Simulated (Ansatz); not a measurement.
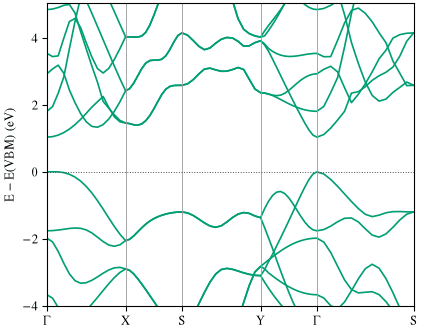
*Band structure from the program Ansatz at the r²SCAN+D4 level (PAW)*

Question: Read off the gap and where the band edges lie.

Answer: About 1.0 eV (1.03 eV by a search for the band edges); maximum on the Γ–X line, 10 % of the way from Γ, minimum at Γ.

The material is monolayer P (puckered, Pmna in the vacuum cell, 4 atoms).

A layer that has been made, often on a substrate. Symmetry was held in the r²SCAN+D4 relaxation; its stability against distortions is not shown here.

Potentials: the later of the program's two PAW sets.
